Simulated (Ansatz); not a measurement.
**MoC+ (doublet): one geometry, many settings**

Aim: run MoC+ (doublet) at one geometry under a spread of methods and options, and see what each costs and gives.

Program: Ansatz 0.2.0, Gaussian basis. Level of theory: the settings change from run to run. These are calculated values, not measurements.

18 further runs of the same task are left out: 4 for a known fault of the program, 1 for a mislabelled method, 6 that didn't finish, 7 set aside as unsound or not needed.

### 1 What is computed

The geometry is a PBE0/def2-TZVP stationary point (not a proven minimum) of the parent state, kept for this charge and spin. No spin-orbit coupling is included. Elements past krypton take def2 core potentials.

2 atoms, charge 1, spin multiplicity 2.

Atoms are counted from 1 here; the program's logs count them from 0.

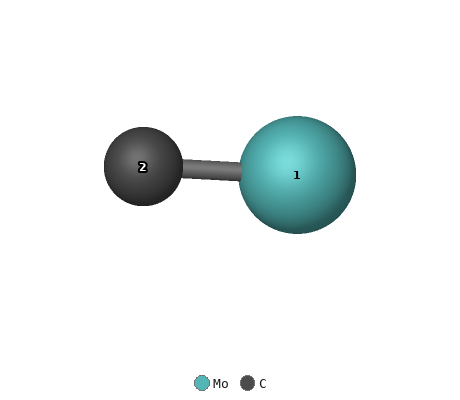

The structure; molybdenum teal, carbon dark grey; atoms are numbered from 1 in the order of the file.

### 2 MP2 on ROHF/def2-mTZVP

File in.yaml:

```yaml
crystal:
  periodic: [false, false, false]
  atoms:
    - {symbol: Mo, position_ang: [0.000000, 0.000000, 0.000000]}
    - {symbol: C, position_ang: [0.000000, 0.000000, 1.653600]}
basis:
  gaussian: {orbitals: def2-mTZVP}
total_charge: 1
magnetization: {spin_polarized: false, initial_magnetization: 1}
hamiltonian: {pseudopotentials: {relativity: scalar}}
correlation: {method: mp2, electrons: valence}
accuracy: high
scf: {lower_state_search: off}
```

Command:

```console
ansatz run in.yaml --threads 1 --pin off --events-out ev --progress --plain --max-ram 2393MiB
```

The log of the run:

```text
Functional definition: HF
  name "HF"
  cite "Fock, Z. Phys. 61, 126 (1930) doi:10.1007/BF01340294"
  parent pbe
  exchange = exact_x
  correlation = 0
these checks for a lower state are left out or cut short: stability, starts, cluster_reference, orbital_swaps, neighbouring_geometries, increment
1036 factors; integrals over basis functions are off by at most 2.8e-9 eV
mean field evaluation 1: about -2848.9931 eV, gradient 5.8e1 eV
mean field evaluation 2: about -2849.1787 eV, gradient 5.8e1 eV
mean field evaluation 4: about -2854.9250 eV, gradient 2.7e1 eV
mean field evaluation 8: about -2856.5837 eV, gradient 7.9e-1 eV
mean field evaluation 16: about -2856.5928 eV, gradient 1.5e-8 eV
mean field -2856.59276962 eV, -104.9778480155 hartree, gradient 1.4e-8 eV, S^2 0.750000; 0 other end points of the search recorded, 0 dependent functions left out
1 core orbitals not correlated: weight in the atoms' cores, before any rotation towards them, 1.000 or more for the frozen orbitals, at most 0.000 for the correlated occupied ones
reference -2856.59276962 eV, -104.9778480155 hartree; 9, 8 occupied and 42, 43 virtual orbitals, 1036 factors
second order -11.02291312 eV of doubles, -0.01784187 eV of singles
Total energy: -2867.63352462 eV, -105.3835882778 hartree
Relativity: scalar
Checks for a lower state left out: stability, starts, cluster_reference, orbital_swaps, neighbouring_geometries, increment
```

Run time: 0.9 s. Hardware: 1 thread of Intel Xeon Platinum 8488C, shared host.

### 3 BCCD(T) on ROHF/def2-SVP

File in.yaml:

```yaml
crystal:
  periodic: [false, false, false]
  atoms:
    - {symbol: Mo, position_ang: [0.000000, 0.000000, 0.000000]}
    - {symbol: C, position_ang: [0.000000, 0.000000, 1.653600]}
basis:
  gaussian: {orbitals: def2-SVP}
total_charge: 1
magnetization: {spin_polarized: false, initial_magnetization: 1}
correlation: {method: bccd_t, electrons: outside_noble_gas}
```

Same command.

The log of the run, cut to the lines that bear on the results:

```text
Functional definition: HF
  name "HF"
  cite "Fock, Z. Phys. 61, 126 (1930) doi:10.1007/BF01340294"
  parent pbe
[...]
473 factors; integrals over basis functions are off by at most 1.4e-3 eV
[...]
mean field -2854.72042193 eV, -104.9090405070 hartree, gradient 2.7e-6 eV, S^2 0.750000; 11 other end points of the search recorded, 0 dependent functions left out
[...]
determinant -2854.72042193 eV, -104.9090405070 hartree, with singles and doubles -2862.25406527 eV, -105.1858967933 hartree
determinant -2853.56343801 eV, -104.8665221322 hartree, with singles and doubles -2860.63406925 eV, -105.1263630375 hartree
determinant -2853.46809485 eV, -104.8630183357 hartree, with singles and doubles -2860.65851257 eV, -105.1272613130 hartree
determinant -2853.08751274 eV, -104.8490322009 hartree, with singles and doubles -2859.85410444 eV, -105.0976998595 hartree
determinant -2853.08350721 eV, -104.8488850004 hartree, with singles and doubles -2859.85531603 eV, -105.0977443845 hartree
determinant -2852.03554183 eV, -104.8103729831 hartree, with singles and doubles -2859.49767252 eV, -105.0846012280 hartree
unrestricted determinant -2855.73448624 eV, -104.9463066830 hartree, S^2 2.6697
5 core orbitals not correlated: weight in the atoms' cores, before any rotation towards them, 0.991 or more for the frozen orbitals, at most 0.006 for the correlated occupied ones
reference -2854.72042193 eV, -104.9090405070 hartree; 5, 4 occupied and 35, 36 virtual orbitals, 473 factors
second order -8.22699689 eV of doubles, -0.01299404 eV of singles
cycle   1  -7.43134531 eV  change    1.0e-1 eV  update   1.5e-2
[...]
cycle  14  -7.47778288 eV  change    9.9e-6 eV  update   4.9e-6
perturbative correction -0.56230921 eV, -0.0206644823 hartree
WARN: the results are in doubt because among natural orbitals full CI differs from the method by -0.096 eV
Total energy: -2862.76051403 eV, -105.2045084417 hartree
In doubt: among natural orbitals full CI differs from the method by -0.096 eV
```

It took 8 s on 1 thread of Intel Xeon Platinum 8488C, shared host.

From the report: correlation -8.0401 eV; largest double amplitude 0.07. The program marks this result as in doubt; its last lines say why.

### 4 CCSD/def2-SVP

in.yaml, as its differences from that of step 3:

```diff
@@ -9,2 +9,4 @@
 magnetization: {spin_polarized: false, initial_magnetization: 1}
-correlation: {method: bccd_t, electrons: outside_noble_gas}
+hamiltonian: {xc: {name: B3LYP}, pseudopotentials: {relativity: none}}
+correlation: {method: ccsd, electrons: all}
+accuracy: high
```

Launched as before.

The log of the run, cut to the lines that bear on the results:

```text
Functional definition: B3LYP
  name "B3LYP"
  cite "Stephens, Devlin, Chabalowski & Frisch, J. Phys. Chem. 98, 11623 (1994) doi:10.1021/j100096a001"
  cite "Becke, Phys. Rev. A 38, 3098 (1988) doi:10.1103/PhysRevA.38.3098"
  cite "Lee, Yang & Parr, Phys. Rev. B 37, 785 (1988) doi:10.1103/PhysRevB.37.785"
  cite "Vosko, Wilk & Nusair, Can. J. Phys. 58, 1200 (1980) doi:10.1139/p80-159"
[...]
891 factors; integrals over basis functions are off by at most 3.3e-9 eV
[...]
mean field -2879.10177660 eV, -105.8050387649 hartree, gradient 1.2e-8 eV, S^2 0.750000; 2 other end points of the search recorded, 0 dependent functions left out
[...]
unrestricted determinant -2855.73451022 eV, -104.9463075641 hartree, S^2 2.6697
reference -2854.38991376 eV, -104.8968945555 hartree; 10, 9 occupied and 35, 36 virtual orbitals, 891 factors
second order -13.10299832 eV of doubles, -0.32496809 eV of singles
cycle   1  -10.43642876 eV  change     3.0e0 eV  update   2.2e-1
[...]
cycle  29  -11.73225386 eV  change   5.8e-10 eV  update  4.6e-10
Total energy: -2866.12216762 eV, -105.3280469325 hartree
```

Run time: 7 s. Hardware: 1 thread of Intel Xeon Platinum 8488C, shared host.

From the report: correlation -11.7323 eV; T1 0.022; largest double amplitude 0.06. The orbitals are Kohn-Sham ones, so correlation energy and T1 don't compare with those on Hartree-Fock orbitals.

### 5 BCCD on ROHF/def2-SVP

in.yaml, as its differences from that of step 4:

```diff
@@ -9,4 +9,2 @@
 magnetization: {spin_polarized: false, initial_magnetization: 1}
-hamiltonian: {xc: {name: B3LYP}, pseudopotentials: {relativity: none}}
-correlation: {method: ccsd, electrons: all}
-accuracy: high
+correlation: {method: bccd, electrons: outside_noble_gas}
```

Same command.

The log of the run, cut to the lines that bear on the results:

```text
Functional definition: HF
  name "HF"
  cite "Fock, Z. Phys. 61, 126 (1930) doi:10.1007/BF01340294"
  parent pbe
[...]
473 factors; integrals over basis functions are off by at most 1.4e-3 eV
[...]
mean field -2854.72042193 eV, -104.9090405070 hartree, gradient 2.7e-6 eV, S^2 0.750000; 11 other end points of the search recorded, 0 dependent functions left out
[...]
determinant -2854.72042193 eV, -104.9090405070 hartree, with singles and doubles -2862.25406527 eV, -105.1858967933 hartree
determinant -2853.56343801 eV, -104.8665221322 hartree, with singles and doubles -2860.63406925 eV, -105.1263630375 hartree
determinant -2853.46809485 eV, -104.8630183357 hartree, with singles and doubles -2860.65851257 eV, -105.1272613130 hartree
determinant -2853.08751274 eV, -104.8490322009 hartree, with singles and doubles -2859.85410444 eV, -105.0976998595 hartree
determinant -2853.08350721 eV, -104.8488850004 hartree, with singles and doubles -2859.85531603 eV, -105.0977443845 hartree
determinant -2852.03554183 eV, -104.8103729831 hartree, with singles and doubles -2859.49767252 eV, -105.0846012280 hartree
unrestricted determinant -2855.73448624 eV, -104.9463066830 hartree, S^2 2.6697
5 core orbitals not correlated: weight in the atoms' cores, before any rotation towards them, 0.991 or more for the frozen orbitals, at most 0.006 for the correlated occupied ones
reference -2854.72042193 eV, -104.9090405070 hartree; 5, 4 occupied and 35, 36 virtual orbitals, 473 factors
second order -8.22699689 eV of doubles, -0.01299404 eV of singles
cycle   1  -7.43134531 eV  change    1.0e-1 eV  update   1.5e-2
[...]
cycle  14  -7.47778288 eV  change    9.9e-6 eV  update   4.9e-6
WARN: the results are in doubt because among natural orbitals full CI differs from the method by -0.205 eV
Total energy: -2862.19820482 eV, -105.1838439594 hartree
In doubt: among natural orbitals full CI differs from the method by -0.205 eV
```

Run time: 7.5 s. Hardware: 1 thread of Intel Xeon Platinum 8488C, shared host.

From the report: correlation -7.4778 eV; largest double amplitude 0.07. Mind the lines of doubt at the end of the log.

### 6 The runs in one table

 † marks a result that the program doubts.

| level | correlated | functions | energy (eV) | time |
| --- | --- | --- | --- | --- |
| MP2 on ROHF/def2-mTZVP (relativity set) | valence | 52 | -2867.6335 | 0.9 s |
| BCCD(T) on ROHF/def2-SVP † | outside noble gas | 45 | -2862.7605 | 8 s |
| CCSD/def2-SVP (on B3LYP orbitals) | all | 45 | -2866.1222 | 7 s |
| BCCD on ROHF/def2-SVP † | outside noble gas | 45 | -2862.1982 | 7.5 s |

### 7 What came out

| quantity | value |
| --- | --- |
| runs | 4 |
| quickest | MP2 on ROHF/def2-mTZVP (relativity set), 0.9 s |
| slowest | BCCD(T) on ROHF/def2-SVP †, 8 s |

In words: Total energies in different bases, with other cores or another treatment of relativity can't be set against each other. BCCD(T) on ROHF/def2-SVP † took 9 times as long as MP2 on ROHF/def2-mTZVP (relativity set); the jobs differ in more than the method.
